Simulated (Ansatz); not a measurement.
**CHClFGeN (SMILES N#[C][GeH]([F])[Cl]): B3LYP/cc-pVDZ**

What is the energy change on altering one bond length of CHClFGeN at B3LYP/cc-pVDZ? 

The results are computed with Ansatz 0.2.0.

154 further runs of the same task are left out: 1 that didn't finish, 153 set aside as unsound or not needed.

## Step 1: The system as given

The species is CHClFGeN (6 atoms), meant as a singlet with charge 0. As SMILES, `N#[C][GeH]([F])[Cl]`. The coordinates come from a PBE0-D4/def2-TZVP relaxation.

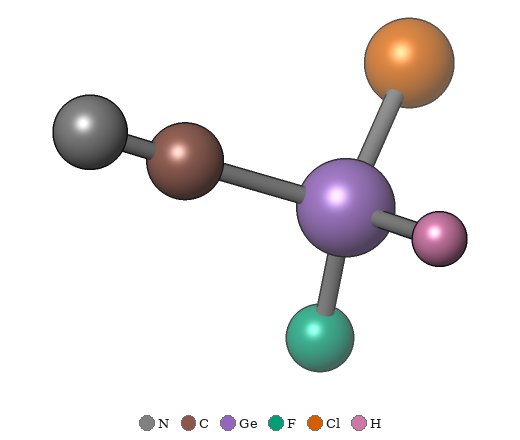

Viewed from a chosen angle; nitrogen grey, carbon brown, germanium purple, fluorine teal, chlorine orange, hydrogen pink.

## Step 2: A single-point energy at B3LYP/cc-pVDZ

Contents of run.yaml:

```yaml
crystal:
  periodic: [false, false, false]
  atoms:
    - {symbol: "N", position_ang: [-1.036900, -2.307000, 0.030700]}
    - {symbol: C, position_ang: [-0.544000, -1.267300, 0.040100]}
    - {symbol: Ge, position_ang: [0.237100, 0.477900, 0.107700]}
    - {symbol: F, position_ang: [1.896000, 0.253800, -0.276600]}
    - {symbol: Cl, position_ang: [-0.627600, 1.648100, -1.423900]}
    - {symbol: H, position_ang: [0.117300, 1.130400, 1.475800]}
basis:
  gaussian:
    orbitals: cc-pVDZ
accuracy: high
output:
  orbitals: {seedname: orbitals}
hamiltonian:
  xc: {name: B3LYP}
```

Command:

```bash
$ ansatz run run.yaml --threads 1 --pin off --max-ram 3480MiB --events-out events.jsonl --progress --plain --runs-dir runs
```

What it wrote:

```text
Warning: RAYON_NUM_THREADS=1 ignored (pool sized by the plan → 1); use --threads N
Functional definition: B3LYP
  name "B3LYP"
  parameter a0 = 0.2
  parameter ax = 0.72
  parameter ac = 0.81
  exchange = (1 - a0 - ax)*slater_x + ax*b88_x + a0*exact_x
  correlation = (1 - ac)*vwn_rpa_c + ac*lyp_c
2015 factors; integrals over basis functions are off by at most 4.4e-9 eV
mean field evaluation 1: about -74298.0013 eV, gradient 5.0e1 eV
mean field evaluation 2: about -74283.5279 eV, gradient 9.7e1 eV
mean field evaluation 4: about -74303.0760 eV, gradient 6.5e0 eV
mean field evaluation 8: about -74303.2836 eV, gradient 7.3e-1 eV
mean field evaluation 16: about -74303.2849 eV, gradient 2.7e-5 eV
mean field -74303.28492500 eV, -2730.5953564185 hartree, gradient 2.8e-8 eV, S^2 0.000000; 0 other end points of the search recorded, 0 dependent functions left out
reference -74303.28496207 eV, -2730.5953577805 hartree; 36, 36 occupied and 56, 56 virtual orbitals, 2015 factors
Total energy: -74303.28496207 eV, -2730.5953577805 hartree
```

It took 12 s on 1 thread of Arm Neoverse V1, shared host; peak memory 0.36 GiB.

## Step 3: The distorted shape at the same level

Contents of in.yaml:

```yaml
crystal:
  periodic: [false, false, false]
  atoms:
    - {symbol: N, position_ang: [-2.363995, -2.127723, 0.338134]}
    - {symbol: C, position_ang: [-1.871095, -1.088023, 0.347534]}
    - {symbol: Ge, position_ang: [-1.089995, 0.657177, 0.415134]}
    - {symbol: F, position_ang: [1.896000, 0.253800, -0.276600]}
    - {symbol: Cl, position_ang: [-1.954695, 1.827377, -1.116466]}
    - {symbol: H, position_ang: [-1.209795, 1.309677, 1.783234]}
basis:
  gaussian:
    orbitals: cc-pVDZ
hamiltonian:
  xc: {name: B3LYP}
accuracy: high
output:
  orbitals: {seedname: orbitals}
```

Command:

```bash
$ ansatz run in.yaml --threads 1 --pin off --max-ram 3480MiB --events-out events.jsonl --progress --plain --runs-dir runs
```

What it wrote:

```text
Warning: RAYON_NUM_THREADS=1 ignored (pool sized by the plan → 1); use --threads N
Functional definition: B3LYP
  name "B3LYP"
  parameter a0 = 0.2
  parameter ax = 0.72
  parameter ac = 0.81
  exchange = (1 - a0 - ax)*slater_x + ax*b88_x + a0*exact_x
  correlation = (1 - ac)*vwn_rpa_c + ac*lyp_c
1950 factors; integrals over basis functions are off by at most 8.4e-9 eV
mean field evaluation 1: about -74288.3714 eV, gradient 6.4e1 eV
mean field evaluation 2: about -73943.6083 eV, gradient 1.9e2 eV
mean field evaluation 4: about -74293.3290 eV, gradient 4.1e1 eV
mean field evaluation 8: about -74293.3986 eV, gradient 4.6e1 eV
mean field evaluation 16: about -74298.7031 eV, gradient 3.3e-6 eV
mean field -74298.70314506 eV, -2730.4269791111 hartree, gradient 3.2e-8 eV, S^2 0.000000; 0 other end points of the search recorded, 0 dependent functions left out
reference -74298.70318346 eV, -2730.4269805223 hartree; 36, 36 occupied and 56, 56 virtual orbitals, 1950 factors
Total energy: -74298.70318346 eV, -2730.4269805223 hartree
```

Run time: 12 s. Hardware: 1 thread of Arm Neoverse V1, shared host; peak memory 0.35 GiB.

## Step 4: Outcome

At B3LYP/cc-pVDZ:

| quantity | value |
| --- | --- |
| first shape: total energy | -2730.59536 Eh |
| first shape: HOMO energy | -9.58 eV |
| first shape: LUMO energy | -1.50 eV |
| first shape: HOMO–LUMO gap | 8.08 eV |
| distorted shape: total energy | -2730.42698 Eh |
| distorted shape: HOMO energy | -7.80 eV |
| distorted shape: LUMO energy | -5.40 eV |
| distorted shape: HOMO–LUMO gap | 2.40 eV |
| energy change with the Ge3–F4 bond stretched from 1.718 to 3.092 Å | 4.582 eV |

In words: One bond (distorted shape) is far stretched, which a spin-restricted single reference describes badly; a broken-symmetry solution may lie lower. With the Ge3–F4 bond stretched from 1.718 to 3.092 Å the energy rises by 4.58 eV (442 kJ/mol). The first shape isn't relaxed at this level, so the change isn't measured from a minimum. A restricted reference can't describe the breaking bond well at this length.
